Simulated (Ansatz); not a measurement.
Cl2F2Zr···AlH3O

The calculation's input:

```
crystal:
  periodic: [false, false, false]
  atoms:
    - { symbol: Zr, position_ang: [0.0, 0.0, 0.0] }
    - { symbol: F, position_ang: [0.0, 0.0, 2.33] }
    - { symbol: Cl, position_ang: [2.3764, 0.0, -0.8392] }
    - { symbol: Cl, position_ang: [-1.1869, 2.0563, -0.8392] }
    - { symbol: F, position_ang: [-0.9326, -1.6157, -0.6593] }
    - { symbol: O, position_ang: [1.2429, 1.8744, 0.7473] }
    - { symbol: Al, position_ang: [2.6974, 1.793, 1.7702] }
    - { symbol: H, position_ang: [3.4151, 0.4269, 1.9983] }
    - { symbol: H, position_ang: [3.2545, 3.0879, 2.4385] }
    - { symbol: H, position_ang: [0.7324, 1.1045, 1.9476] }
basis:
  gaussian: { orbitals: def2-SVP }
hamiltonian:
  xc: pbe
relax:
  f_tol: 0.15
  max_steps: 25
  restrain:
    - { distance: [0, 5], at: 3.27, k: 30.0 }
    - { distance: [9, 1], at: 2.12, k: 30.0 }
    - { distance: [0, 1], at: 1.98, k: 30.0 }
    - { distance: [9, 5], at: 1.01, k: 30.0 }
output:
  orbitals: {}
```

Launched as:

```sh
ansatz run input.yaml --threads 4 --pin off --max-ram 5120MiB --backend cpu --events-out ev --progress --plain --runs-dir out
```

The fields are those of the run's last geometry, not of the input's.

Core potentials replace the inner electrons of Zr; not at a stationary point (largest force 1.3 eV/Å).

Level of theory: RKS PBE/def2-SVP (Ansatz).

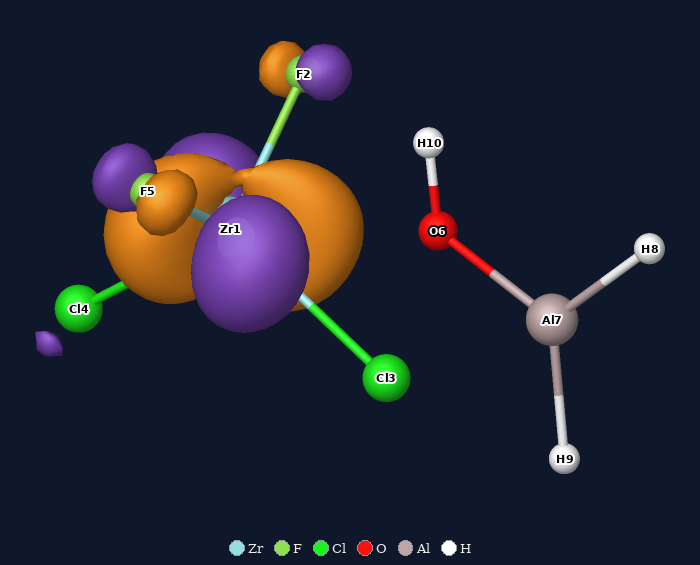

Figure 1. One frontier orbital at ±0.2 Å⁻³ᐟ² (orange and purple are the two phases), seen at a tilt.

Which orbital is it: HOMO or LUMO?

The LUMO, at −3.49 eV. Its weight (Hirshfeld) is mainly on Zr1 (about 70 %), F5 (about 5 %), Cl4 (about 5 %) and Cl3 (about 5 %).

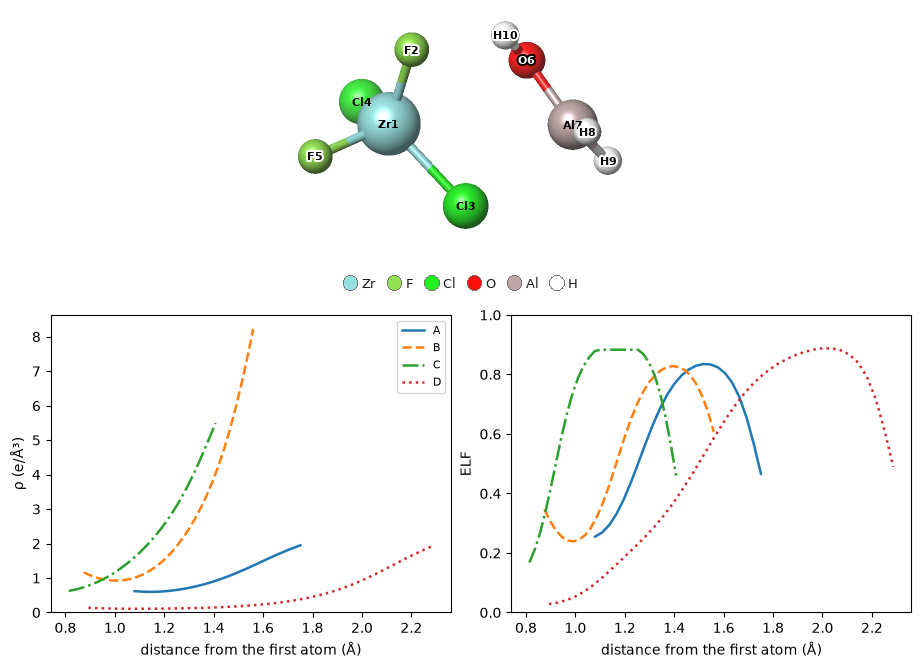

Figure 2. Electron density and electron localisation function along straight lines between neighbouring atoms. The curves leave out the atomic cores. The structure is drawn too.

Which curve belongs to which contact (Al–Cl, Al–O, Zr–Cl and Zr–F)? The first atom named is at distance zero.

Curve A: Zr–Cl (2.33 Å): the density is about 0.6 e/Å³ at the midpoint; the ELF peaks at about 0.85 in the valence shell of Cl, 0.8 Å from its nucleus, and is about 0.35 at the midpoint. Curve B: Zr–F (1.89 Å): the density is about 0.97 e/Å³ at the midpoint; the ELF peaks at about 0.85 in the valence shell of F, 0.5 Å from its nucleus, and drops to about 0.25 between the two atoms. Curve C: Al–O (1.76 Å): the density is about 0.74 e/Å³ at the midpoint; the ELF peaks at about 0.90 in the valence shell of O, 0.7 Å from its nucleus, and is about 0.35 at the midpoint. Curve D: Al7···Cl3 (2.86 Å): the density falls to about 0.11 e/Å³ on the way; the ELF peaks at about 0.90 in the valence shell of Cl, 0.9 Å from its nucleus, and is about 0.40 at the midpoint.

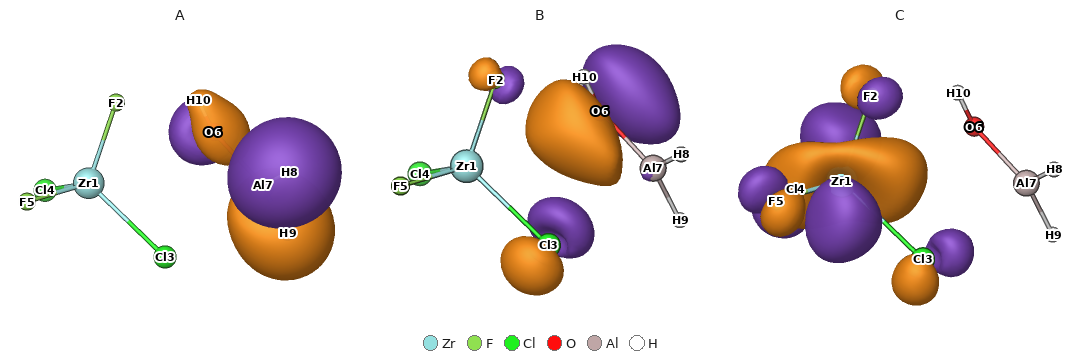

Figure 3. Three frontier orbitals at ±0.1 Å⁻³ᐟ² (orange and purple are the two phases), in no order.

Order the three orbitals by energy and name them.

B is the HOMO−1 (−7.47 eV). Its weight (Hirshfeld) is mainly on O6 (about 75 %) and Cl3 (about 10 %); largely a lone pair of O6. A is the HOMO (−6.91 eV). Its weight (Hirshfeld) is mainly on H8 (about 30 %), Al7 (about 30 %), H9 (about 20 %) and O6 (about 15 %). C is the LUMO (−3.49 eV). It lies mainly on Zr1 (about 70 %), F5 (about 5 %), Cl4 (about 5 %) and Cl3 (about 5 %).

What is the HOMO–LUMO gap?

3.42 eV between the orbital energies.
